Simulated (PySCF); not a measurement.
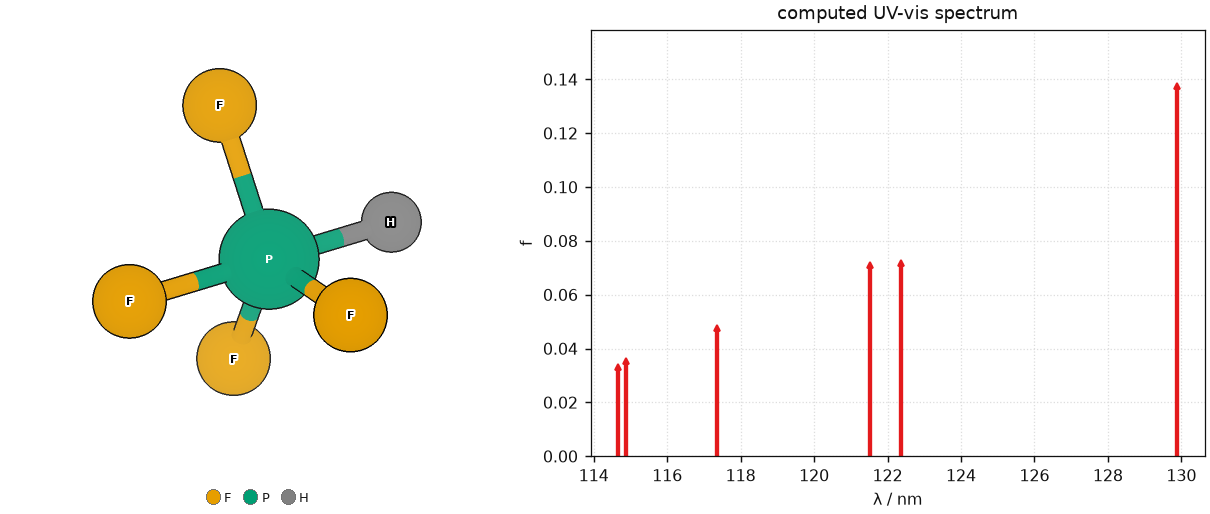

Computed absorption of PHF₄, SMILES [H][P](F)(F)(F)F. Vertical TDDFT excitations, PBE0/def2-SVPD (IEF-PCM acetonitrile) in PySCF 2.14.0, at a PBE0-D3(BJ)/def2-SVP geometry (no frequency check). The lowest 6 singlet states are shown.

**Which of the computed transitions is the brightest, and what character does the calculation give it?**

S1 at 9.55 eV (130 nm), f = 0.138, mainly HOMO → LUMO (95 %).

**List the transitions behind the spectrum.**

| state | E (eV) | λ (nm) | f | main character |
| --- | --- | --- | --- | --- |
| S1 | 9.55 | 130 | 0.138 | HOMO → LUMO (95 %) |
| S2 | 10.13 | 122 | 0.072 | HOMO → LUMO+1 (87 %) |
| S3 | 10.20 | 122 | 0.071 | HOMO → LUMO+3 (91 %) |
| S4 | 10.56 | 117 | 0.048 | HOMO → LUMO+2 (89 %) |
| S5 | 10.79 | 115 | 0.035 | HOMO−1 → LUMO (89 %) |
| S6 | 10.81 | 115 | 0.033 | HOMO−2 → LUMO (90 %) |

Note: states above the negative HOMO energy depend on the basis; core orbitals are frozen in the response.
